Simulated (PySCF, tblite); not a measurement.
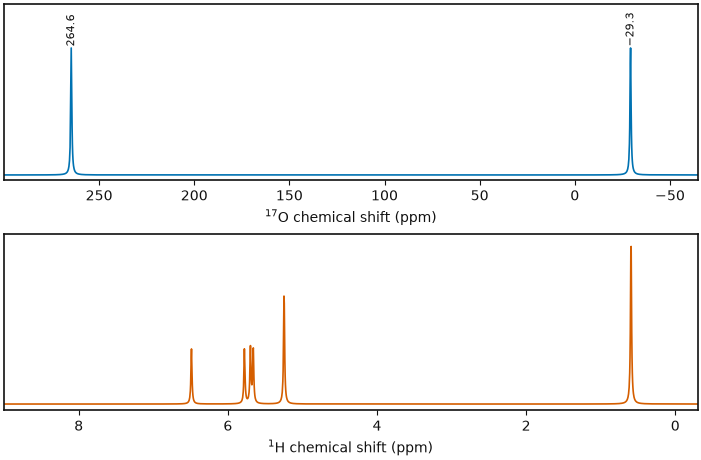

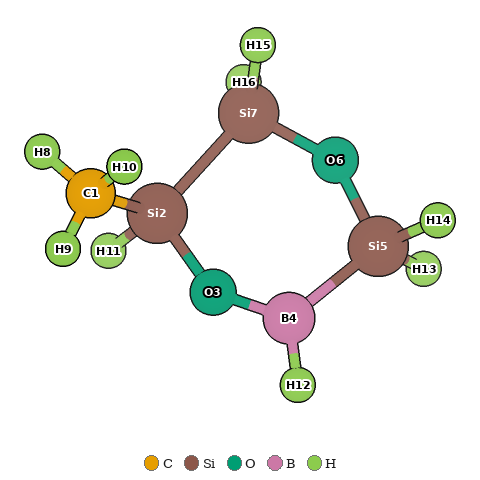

Spectrum and numbered structure of CH₉BO₂Si₃, SMILES C[Si@@H]1OB[SiH2]O[SiH2]1. GIAO shifts, PBE0/pcSseg-1 with PySCF 2.14.0, at a GFN2-xTB geometry (a minimum by its frequencies), against H₂O for ¹⁷O and TMS for ¹H computed at the same level (¹⁷O: a single water molecule, while the usual scale starts at liquid water and gives values some tens of ppm lower). Gas phase, fully decoupled, line heights follow the number of nuclei, widths are arbitrary (no quadrupolar broadening); values of one conformer, averaged over methyl-type rotors and exact or near symmetry; other conformers aren't averaged in.

> Assign the ¹⁷O signals to the numbered atoms.

| δ (ppm) | nuclei | atoms |
| --- | --- | --- |
| 264.6 | 1 | O3 |
| −29.3 | 1 | O6 |

> Which atoms give which ¹H line?

```
δ (ppm)  nuclei        atoms
   6.49       1          H12
   5.78       1          H11
   5.70       1          H16
   5.66       1          H15
   5.25       2     H13, H14
   0.59       3  H8, H9, H10
```

The order of signals that lie close, as those under 0.08 ppm apart, is within the error of the method.

Note: the tight-binding geometry is rougher than a DFT one and adds to the error.
